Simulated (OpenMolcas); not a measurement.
Run report: Ti²⁺ complex, multiconfigurational calculation

Ti²⁺ with 4 ligands (Cl; tetrahedron, 2.49 Å), neutralised by 4 outer point charges of +0.5 e, whose field is part of the energies. Computed at this level: state-averaged SS-CASPT2, IPEA shift 0.25, imaginary shift 0.1 hartree, closed shells 3s 3p of the metal and the valence shells of the ligands correlated, active space 2 electrons in the shell 3d, basis ANO-RCC-VDZP on the metal and ANO-RCC-VDZP on the ligands, DKH2 scalar Hamiltonian, spin-orbit coupling by RASSI with atomic mean-field integrals (OpenMolcas).

Output (extracts):
```
--- CASPT2 ---
Orbital specifications:
      -----------------------

      Symmetry species                           1
                                                 a
      Frozen orbitals                           25
      Inactive orbitals                         20
      Active orbitals                            5
      Secondary orbitals                        56
      Deleted orbitals                           0
      Number of basis functions                106
Type of calculation                        SS-CASPT2
      Fock operator                              state-specific
      IPEA shift                                 0.25
      Real shift                                 0.00
      Imaginary shift                            0.10
      The input orbitals will be transformed to quasi-canonical
Reference energy:       -2697.2690555313
      E2 (Non-variational):      -0.8868236214
      Shift correction:          -0.0013848716
      E2 (Variational):          -0.8882084930
      Total energy:           -2698.1572640243
      Residual norm:              0.0000001365
      Reference weight:           0.75266
      Contributions to the CASPT2 correlation energy
      Active & Virtual Only:         -0.0050860694
      One Inactive Excited:          -0.0951164462
      Two Inactive Excited:          -0.7866211059
Reference energy:       -2697.2554318710
      E2 (Non-variational):      -0.8911835278
      Shift correction:          -0.0014550090
      E2 (Variational):          -0.8926385368
      Total energy:           -2698.1480704079
      Residual norm:              0.0000003232
      Reference weight:           0.74991
      Contributions to the CASPT2 correlation energy
      Active & Virtual Only:         -0.0063872831
      One Inactive Excited:          -0.0980560479
      Two Inactive Excited:          -0.7867401967
::    CASPT2 Root  1     Total energy:  -2698.15726402
::    CASPT2 Root  2     Total energy:  -2698.14807041
::    CASPT2 Root  3     Total energy:  -2698.14841819
::    CASPT2 Root  4     Total energy:  -2698.14906107
::    CASPT2 Root  5     Total energy:  -2698.13488218
::    CASPT2 Root  6     Total energy:  -2698.13501465
::    CASPT2 Root  7     Total energy:  -2698.13589054
::    CASPT2 Root  8     Total energy:  -2698.10103583
::    CASPT2 Root  9     Total energy:  -2698.10162951
::    CASPT2 Root 10     Total energy:  -2698.10094201
--- CASPT2 ---
Orbital specifications:
      -----------------------

      Symmetry species                           1
                                                 a
      Frozen orbitals                           25
      Inactive orbitals                         20
      Active orbitals                            5
      Secondary orbitals                        56
      Deleted orbitals                           0
      Number of basis functions                106
Type of calculation                        SS-CASPT2
      Fock operator                              state-specific
      IPEA shift                                 0.25
      Real shift                                 0.00
      Imaginary shift                            0.10
      The input orbitals will be transformed to quasi-canonical
Reference energy:       -2697.2166252799
      E2 (Non-variational):      -0.9021232109
      Shift correction:          -0.0015600784
      E2 (Variational):          -0.9036832893
      Total energy:           -2698.1203085692
      Residual norm:              0.0000008688
      Reference weight:           0.74713
      Contributions to the CASPT2 correlation energy
      Active & Virtual Only:         -0.0120504055
      One Inactive Excited:          -0.0972825069
      Two Inactive Excited:          -0.7927902986
Reference energy:       -2697.2166252799
      E2 (Non-variational):      -0.9020441876
      Shift correction:          -0.0015601097
      E2 (Variational):          -0.9036042973
      Total energy:           -2698.1202295772
      Residual norm:              0.0000008495
      Reference weight:           0.74714
      Contributions to the CASPT2 correlation energy
      Active & Virtual Only:         -0.0120504218
      One Inactive Excited:          -0.0972810729
      Two Inactive Excited:          -0.7927126930
::    CASPT2 Root  1     Total energy:  -2698.12030857
::    CASPT2 Root  2     Total energy:  -2698.12022958
::    CASPT2 Root  3     Total energy:  -2698.11202737
::    CASPT2 Root  4     Total energy:  -2698.11257544
::    CASPT2 Root  5     Total energy:  -2698.11239639
::    CASPT2 Root  6     Total energy:  -2698.09314799
::    CASPT2 Root  7     Total energy:  -2698.08818757
::    CASPT2 Root  8     Total energy:  -2698.08936598
::    CASPT2 Root  9     Total energy:  -2698.08825675
::    CASPT2 Root 10     Total energy:  -2698.08241701
::    CASPT2 Root 11     Total energy:  -2698.08218616
::    CASPT2 Root 12     Total energy:  -2698.07912627
::    CASPT2 Root 13     Total energy:  -2698.07937877
::    CASPT2 Root 14     Total energy:  -2698.07876415
::    CASPT2 Root 15     Total energy:  -2698.01410704
```

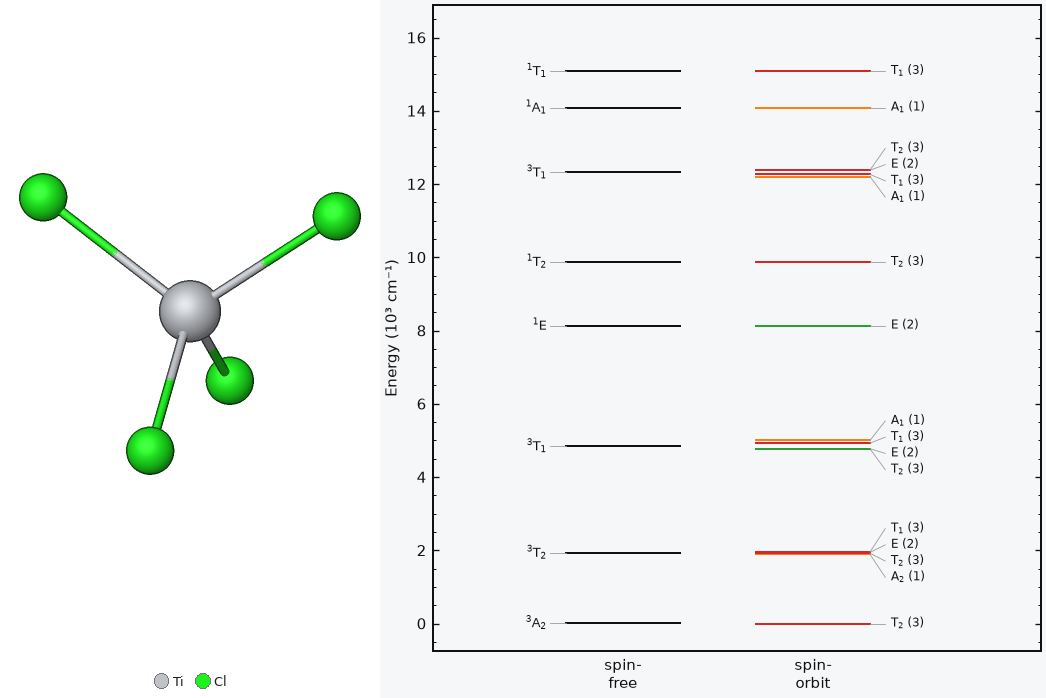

Fig. 1: Ti²⁺ (3d²) with 4 ligands, Cl⁻, at 2.49 Å (arrangement: tetrahedron, Td), neutralised by outer point charges of +0.5 e, and its levels. Labels give the representation in O, Td, D4 or D3 as the site allows (double group for half-integer spin) where it could be assigned and, in brackets, the degeneracy; spin-free states, where drawn, share the zero of the spin-orbit levels. The ground level is T₂, 3-fold degenerate, 100 % from states of spin multiplicity 3. The next level lies at 1,890 cm⁻¹ (A₂). The lowest spin-free state is ³A₂, from the free-ion F term; of the same spin there follow at 1,920 cm⁻¹ (³T₂), 4,830 cm⁻¹ (³T₁) and 12,300 cm⁻¹ (³T₁) above it.

The input:
```
&GATEWAY
Coord
5

Ti 0.0 0.0 0.0
Cl 1.437602 1.437602 1.437602
Cl 1.437602 -1.437602 -1.437602
Cl -1.437602 1.437602 -1.437602
Cl -1.437602 -1.437602 1.437602
Basis=Ti.ANO-RCC-VDZP,Cl.ANO-RCC-VDZP
Group=NoSym
NoMove
AngMom=0.0 0.0 0.0
AMFI
RICD
XField
4 Angstrom 0
3.054183 3.054183 3.054183 0.500000
3.054183 -3.054183 -3.054183 0.500000
-3.054183 3.054183 -3.054183 0.500000
-3.054183 -3.054183 3.054183 0.500000
&SEWARD
&RASSCF
FileOrb=start.orb
Symmetry=1
Spin=3
nActEl=2 0 0
Inactive=45
Ras2=5
CIRoot=10 10 1
SDav=10
CIMx=300
Iter=150 100
PrWF=0.3
OrbListing=Nothing
MaxOrb=0
LevShft=1.0
>>> COPY $Project.JobIph JOB001
&RASSCF
FileOrb=start.orb
Symmetry=1
Spin=1
nActEl=2 0 0
Inactive=45
Ras2=5
CIRoot=15 15 1
SDav=15
CIMx=300
Iter=150 100
PrWF=0.3
OrbListing=Nothing
MaxOrb=0
LevShft=1.0
>>> COPY $Project.JobIph JOB002
&RASSI
NrOfJobIphs=2 10 15
1 2 3 4 5 6 7 8 9 10
1 2 3 4 5 6 7 8 9 10 11 12 13 14 15
IphNames
JOB001
JOB002
EJob
SpinOrbit
DIPRint=1.0
SOCoupling=1000.0
Subsets=2
Property=9
'ANGMOM' 1 'ANGMOM' 2 'ANGMOM' 3 'MLTPL  1' 1 'MLTPL  1' 2 'MLTPL  1' 3
'AMFI' 1 'AMFI' 2 'AMFI' 3
SOProperty=3
'ANGMOM' 1 'ANGMOM' 2 'ANGMOM' 3
>>> COPY JOB001 $Project.JobIph
&CASPT2
Multistate=10 1 2 3 4 5 6 7 8 9 10
NoMult
Frozen=25
IPEA=0.25
Imaginary=0.1
MaxIter=60
WThr=0.0 0.3 0.05
PrWF=0.5
NoMix
>>> COPY JOB002 $Project.JobIph
&CASPT2
Multistate=15 1 2 3 4 5 6 7 8 9 10 11 12 13 14 15
NoMult
Frozen=25
IPEA=0.25
Imaginary=0.1
MaxIter=60
WThr=0.0 0.3 0.05
PrWF=0.5
NoMix
```

The file start.orb holds starting orbitals from an earlier step. A driver script formed the levels outside the program, from RASSI's spin-orbit matrix and the CASPT2 energies (for multi-state variants, the effective Hamiltonian), averaged over the components of each term or state. The log and the time are those of the CASPT2 step.

Launched with:
```bash
OMP_NUM_THREADS=1 MOLCAS_MEM=2457 MOLCAS_PROJECT=a pymolcas a.inp > a.log  # once for each step of the input, in one work folder
```

Key numbers:

- outcome: converged; degenerate states are split by up to 259 cm⁻¹
- energy of the lowest spin-free term: −2698.15726 hartree
- energy of the lowest spin-orbit level: −2698.15733 hartree
- CASPT2 correlation energy: −0.8882 hartree
- largest spread among components of a term: 258.6 cm⁻¹
- lowest reference weight: 0.733
- hardware: 1 thread of Arm Neoverse V1, 24 GiB of memory available, shared host
- wall time: 74 s
- peak memory: 0.18 GiB

Notes:

The components of ¹T1, which symmetry makes degenerate, are split by 259 cm⁻¹ in CASPT2, and those of 6 more by over 50 cm⁻¹. This is an artefact; the levels of such states rest on averages and are uncertain by about as much. Caveats: distances are set from ionic radii, not optimised.
